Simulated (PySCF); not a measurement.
**C₅H₇BClF₂ (doublet): density, localisation and related maps**

The calculation's input:

```
{"job": {"kind": "epr", "basis": "pcH-1"}, "charge": 0, "multiplicity": 2}
F     -1.574035     1.692264     1.457700
B     -0.779626     1.553365     0.395899
F     -0.435802     2.717656    -0.166518
C     -0.799475     0.214267    -0.483282
C     -1.265251    -1.067316     0.253468
C      0.093726    -1.621558     0.070180
C      0.592263    -0.450670    -0.694659
C      1.766048     0.321322    -0.093041
Cl     1.218960     1.078729     1.424577
H     -1.325290     0.388304    -1.423328
H     -2.068589    -1.614065    -0.248494
H     -1.579215    -0.915867     1.291370
H      0.613670    -2.426957     0.548364
H      0.843756    -0.655496    -1.743006
H      2.089918     1.129619    -0.748712
H      2.601343    -0.334653     0.148071
```

Run with:

```sh
OMP_NUM_THREADS=1 python probes_run.py task.json out
```

Geometry: GFN2-xTB.

These are results of UKS B3LYP, pcH-1 on B C Cl F H, non-relativistic, mean-field spin-orbit, GIAO (PySCF), not measurements.

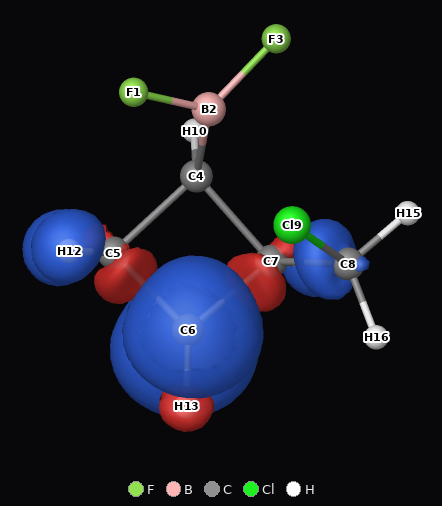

Figure 1. Isosurfaces of the spin density (α minus β) at +0.02 (blue) and −0.02 e/Å³ (red), seen at a tilt.

Where is the unpaired spin?

The unpaired spin (1 electron) lies mostly on C6 (about 0.7), in electrons by Hirshfeld's partition.

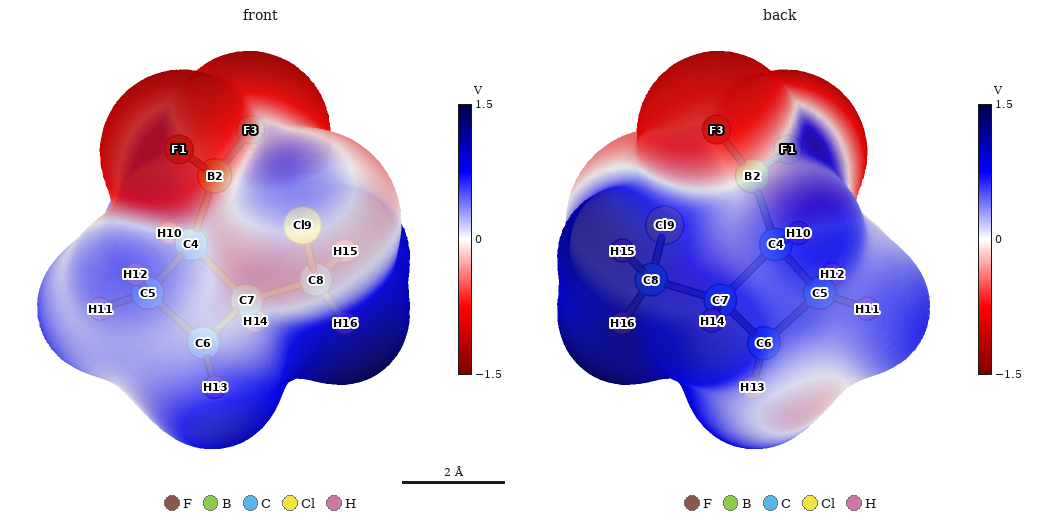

Figure 2. The molecular electrostatic potential painted on the density surface at 0.002 e/bohr³, seen from the front and from behind; the colour scale runs from red (negative) to blue (positive).

Which sites attract a positive test charge, and which a negative one?

A positive charge is drawn to the negative regions and a negative charge to the positive ones. The most negative region (about −1.2 V) lies over F1 and F3, the most positive (about +1.4 V) over H16. Cl9 shows a σ-hole: about +0.5 V at the tip opposite its bond, against about −0.2 V on its flanks.
